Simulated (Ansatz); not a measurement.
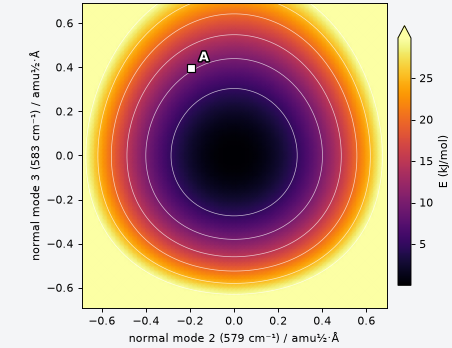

AlH₂S, SMILES [AlH2][S-], charge −1. First axis: normal mode 2 (579 cm⁻¹). Second axis: normal mode 3 (583 cm⁻¹). Nothing is relaxed (straight displacements along the two mass-weighted modes). Grid: 15 × 15 points; 120 points were computed and 105 follow by symmetry. All energies are given in kJ/mol relative to the lowest grid point. Method: RKS PBE0-D4/def2-TZVPD in Ansatz 0.2.0.

In the figure: a smooth colour map with a few white contour lines, one colour for all values above the top of the scale, the point A. Between grid points the surface is interpolated.

### Which way does the force act at A, and how strong is it?

A, at normal mode 2 (579 cm⁻¹) = −0.198 amu½·Å, normal mode 3 (583 cm⁻¹) = 0.396 amu½·Å, is not a stationary point. The computed force is 24 kJ/mol for each amu½·Å towards larger values of normal mode 2 (579 cm⁻¹) and 39 kJ/mol for each amu½·Å towards smaller values of normal mode 3 (583 cm⁻¹).
